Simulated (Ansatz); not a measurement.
**CH3Cl2Ga (SMILES [CH3][Ga]([Cl])[Cl]): density, localisation and related maps**

```csv
atom,x (Å),y (Å),z (Å)
C,-0.2100,0.9792,-0.1186
Ga,0.1804,-0.9111,0.1065
Cl,1.8531,-1.6183,1.2348
Cl,-1.0057,-2.4710,-0.7474
H,-1.1601,1.1135,-0.6338
H,-0.2459,1.4633,0.8584
H,0.5883,1.4444,-0.6999
```

Geometry: PBE0-D4/def2-TZVP.

All numbers below come from Ansatz 0.2.0, RKS PBE0-D4/def2-TZVPP.

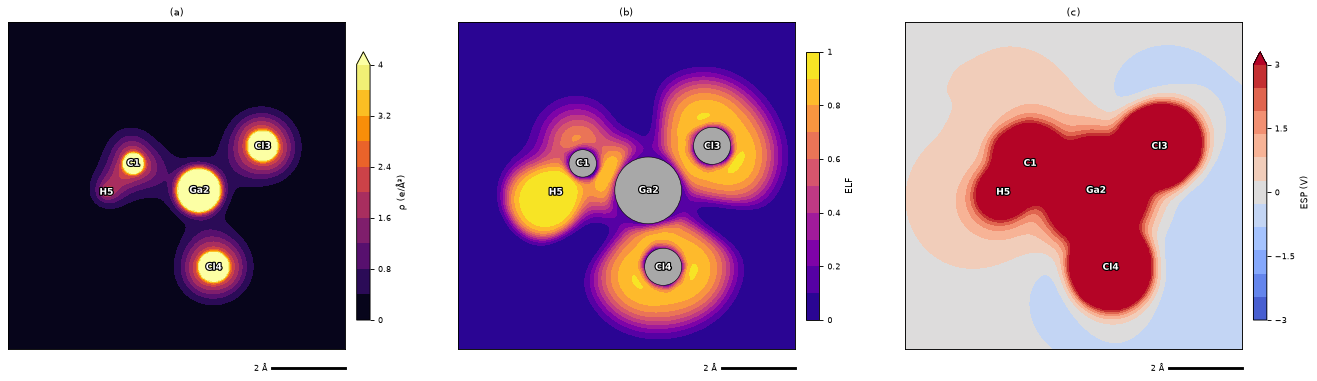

Figure 1. (a) electron density; (b) ELF; (c) electrostatic potential on the plane of atoms C1, Ga2 and Cl4. Grey discs cover the atomic cores in the ELF map.

### What does the map show?

- The plane passes through C, Ga, Cl and H nuclei.
- C–Ga (1.94 Å): ρ is about 0.82 e/Å³ halfway; the ELF peaks at about 0.90 in the valence shell of C, 0.6 Å from its nucleus, and is about 0.50 at the midpoint.
- Ga–Cl (2.14 Å): ρ at the midpoint is about 0.74 e/Å³; the ELF peaks at about 0.80 in the valence shell of Cl, 0.8 Å from its nucleus, and is about 0.60 at the midpoint.
- C–H (1.09 Å): the density is about 2 e/Å³ at the midpoint; the ELF climbs to about 1 towards the hydrogen, as it does in any bond to H (an ordinary covalent bond to hydrogen).
- The ELF also peaks beside Cl4 and Cl3, away from the bonds: lone-pair regions.
- Outside the dense part of the molecule the potential is most negative (−0.7 V) near Cl3.

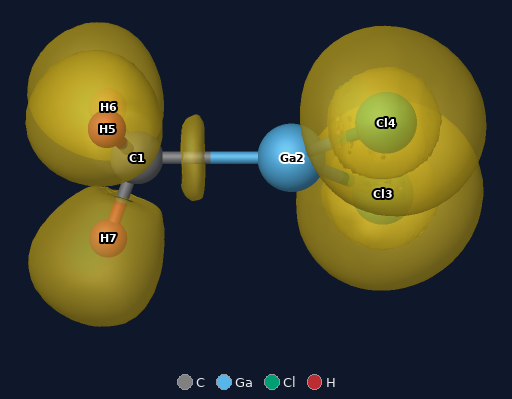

Figure 2. Isosurface of the ELF at 0.8 (yellow), seen from one side. Core shells and regions of very low density are left out.

### Describe the localisation domains.

At this value the surface marks out three regions around hydrogen nuclei, one lobe of the valence shell of C pointing towards Ga (polar bonds) and two regions wrapped around Cl (the valence shell of each).

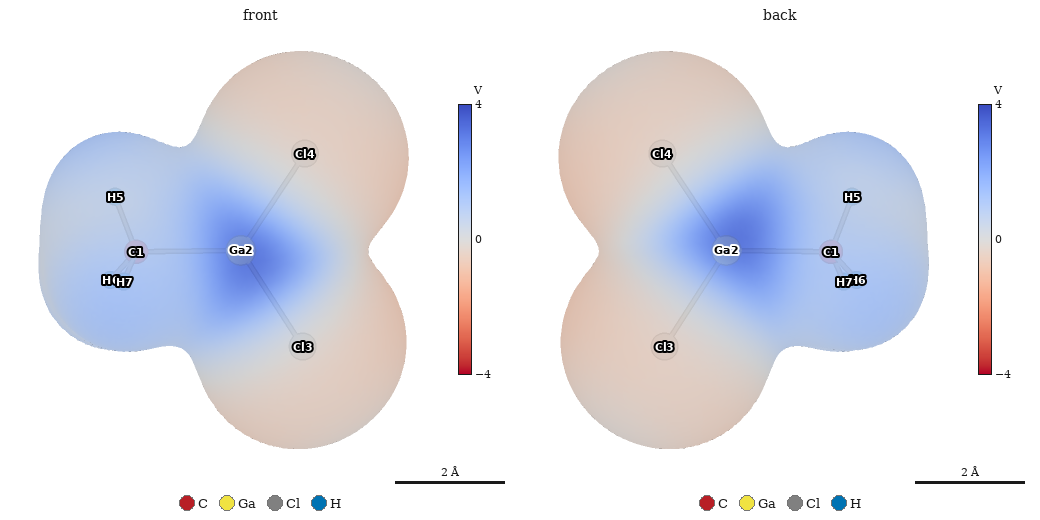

Figure 3. The electrostatic potential painted on the density surface at 0.002 e/bohr³, seen from the front and from behind; the colour scale runs from red (negative) to blue (positive).

### Where is the surface potential most negative and most positive?

The most negative region (about −0.7 V) lies over Cl3 and Cl4, the most positive (about +3.1 V) over Ga2.
